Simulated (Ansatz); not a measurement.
**Convergence study of the k-point mesh for SbAs (R3m, 2 atoms in the cell)**

```yaml
crystal:
  lattice:
    - [2.02662, 1.17007, 3.70544]
    - [-2.02662, 1.17007, 3.70544]
    - [0.00000, -2.34014, 3.70544]
  atoms:
    - { symbol: Sb, position: [0.23360, 0.23360, 0.23360] }
    - { symbol: As, position: [0.77090, 0.77090, 0.77090] }
```

Level of theory: LDA (PW92), default PAW files made with PBE (plane waves; Ansatz, a first-principles code).

Base settings: basis.ecutwfc = 420 eV; kpoints.mp_grid.grid = 10 10 10; hamiltonian.xc = lda; hamiltonian.pseudopotentials = {kind: paw} (the program's default PAW files); scf.occupations.method = fermi_dirac; scf.occupations.width = 0.1 eV.

The second cell is the first with its lattice scaled by 0.98.

Only quantities that move along the ladder and can be compared are tabulated.

The count of work is k-points × plane waves × bands × iterations; it is no time. Core times come from one kind of shared machine, to one figure; runs under 30 s give none.

The starting cell comes from a database of computed structures (which also holds hypothetical and non-ambient phases and stackings), without a prior relaxation at this level. Its lattice was rescaled by up to half a per cent. One atom was moved a little off its site on purpose. In the base run, with a pressure of about -3 GPa the cell is away from its equilibrium volume at this level. Ansatz's pressure includes its estimate of the finite-basis (Pulay) stress. The run gives no clean gap (levels at the Fermi energy touch, overlap or are partly filled at this smearing), which alone does not show that the compound is a metal.

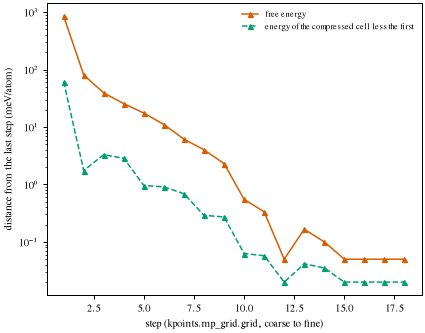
Figure. Distance from the last step along the ladder; very small values are drawn at a floor.

| kpoints.mp_grid.grid | free energy less the last step's (meV/atom) | energy of the compressed cell less the first (meV/atom) | pressure (GPa) | largest difference of a force vector from the last step's (eV/Å) | count of work / last | core time / last (rough) |
|---|---|---|---|---|---|---|
| 2 2 2 | 844.77 | 46.16 | 2.89 | 1.872 | 0.0013 | – |
| 3 3 3 | -80.33 | -13.21 | -3.34 | 0.207 | 0.0017 | – |
| 4 4 4 | -39.10 | -18.25 | -3.72 | 0.220 | 0.0037 | – |
| 5 5 5 | -25.42 | -17.80 | -3.67 | 0.097 | 0.0063 | – |
| 6 6 6 | -17.44 | -15.91 | -3.48 | 0.076 | 0.011 | – |
| 7 7 7 | -11.04 | -15.86 | -3.48 | 0.016 | 0.015 | – |
| 8 8 8 | -6.13 | -15.64 | -3.44 | 0.005 | 0.022 | – |
| 9 9 9 | -4.01 | -15.24 | -3.40 | 0.000 | 0.028 | – |
| 10 10 10 | -2.31 | -15.22 | -3.41 | 0.011 | 0.039 | – |
| 12 12 12 | -0.55 | -15.02 | -3.38 | 0.008 | 0.063 | – |
| 13 13 13 | -0.33 | -15.01 | -3.38 | 0.009 | 0.077 | – |
| 14 14 14 | 0.01 | -14.97 | -3.38 | 0.005 | 0.096 | – |
| 17 17 17 | 0.17 | -14.91 | -3.37 | 0.001 | 0.16 | 0.2 |
| 19 19 19 | 0.10 | -14.92 | -3.37 | 0.001 | 0.22 | 0.2 |
| 21 21 21 | 0.04 | -14.94 | -3.37 | 0.001 | 0.30 | 0.3 |
| 24 24 24 | -0.01 | -14.96 | -3.38 | 0.000 | 0.44 | 0.5 |
| 26 26 26 | -0.01 | -14.96 | -3.38 | 0.000 | 0.55 | 0.5 |
| 29 29 29 | -0.01 | -14.96 | -3.38 | 0.000 | 0.75 | 0.8 |
| 32 32 32 | 0.00 | -14.95 | -3.38 | 0.000 | 1.0 | 1 |

Coarsest kpoints.mp_grid.grid that holds the energy of the compressed cell less the first within 0.2 meV/atom of the last step, with all finer ones: 12 12 12, at 0.063 of the last step's count of work; the step before is off by 0.27 meV/atom.

Coarsest kpoints.mp_grid.grid that holds the forces within 0.02 eV/Å of the last step, with all finer ones: 7 7 7, at 0.015 of the last step's count of work; the step before is off by 0.076 eV/Å.

Coarsest kpoints.mp_grid.grid that holds the pressure within 0.05 GPa of the last step, with all finer ones: 9 9 9, at 0.028 of the last step's count of work; the step before is off by 0.06 GPa.

The energy difference between the two cells stays within 1 meV/atom of the last step's from 6 6 6 on, the total only from 12 12 12 on: much of the error is common to both cells and cancels.

Two neighbours can agree and both be off: 6 6 6 and 7 7 7 differ by 0.05 meV/atom in the energy of the compressed cell less the first, yet lie about 0.91 meV/atom from the last step.

Keys are those of Ansatz 0.2.
